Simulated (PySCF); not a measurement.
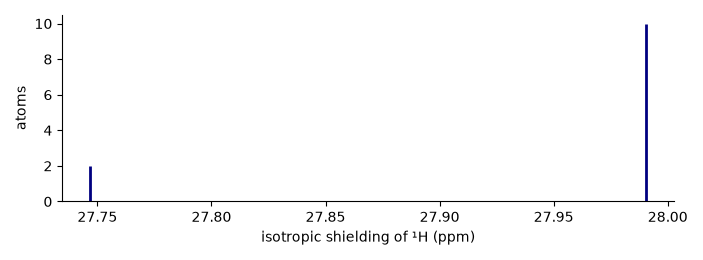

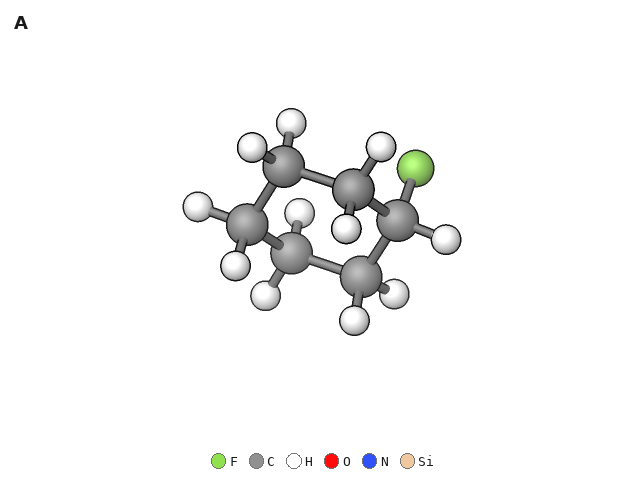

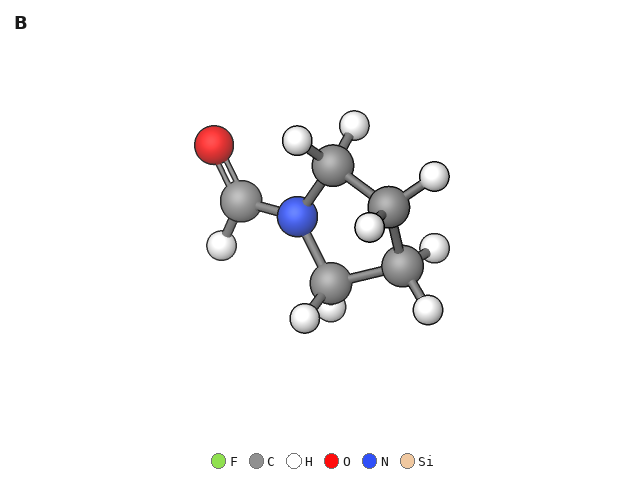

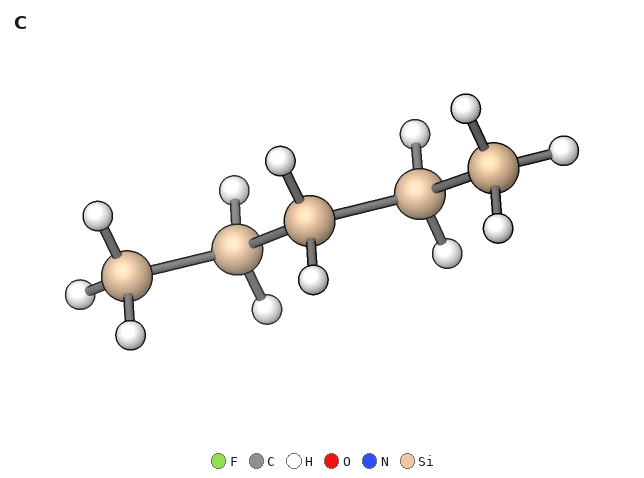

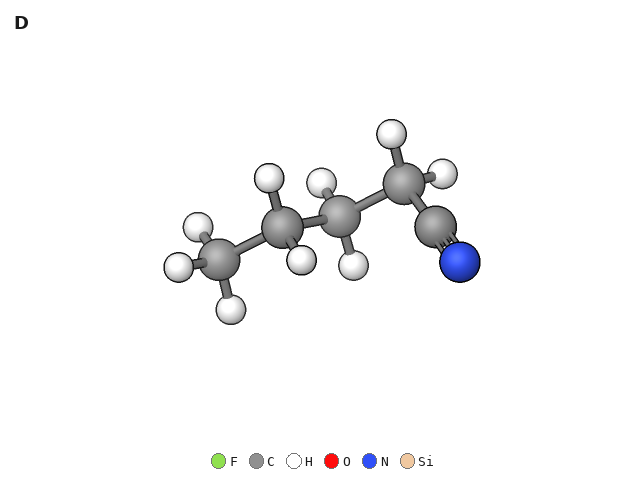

The sticks are computed shieldings of one of the molecules, for one fixed geometry (PBE0-D3(BJ)/def2-TZVP) without averaging over rotations. Low shielding means a high chemical shift. Method: GIAO KT3/pcSseg-2 NMR shielding, non-relativistic, gas phase (PySCF 2.14.0).

Question: Which molecule gives this pattern?

Answer: C, `[SiH3][SiH2][SiH2][SiH2][SiH3]`. Its 12 H atoms give lines at 27.75 (2 atoms), 27.99 (10 atoms) ppm.
